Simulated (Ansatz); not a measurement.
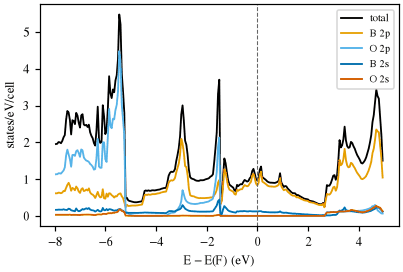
Figure. Total and projected density of states of B$_{2}$O in space group P-3m1 (No. 164; B on 2c, B on 2d, O on 2d), plane-wave PAW PBE (Ansatz code)

Question: Which orbitals carry the states next to the Fermi level?

Answer: Within 0.5 eV of the Fermi level: B 2p 88 %, B 2s 11 %. Projections are on Löwdin-orthogonalised atomic valence shells; empty p or d shells of many metals are not among them.

Question: Where is the tallest occupied peak in this window, and what makes it?

Answer: Near -5.4 eV, about 5.5 states/eV per cell; the largest projected share is O 2p.

The workflow started from an entry of the Crystallography Open Database (COD). Its standing as an ambient phase is unchecked. Symmetry was held in the PBE relaxation; whether a distortion lowers the energy is not shown. The volume moved by 30 % from the start of the relaxation. A crystal of weakly bound layers computed without a dispersion correction: the cell and the soft elastic constants depend strongly on that.

Potentials: the later of the program's two PAW sets.
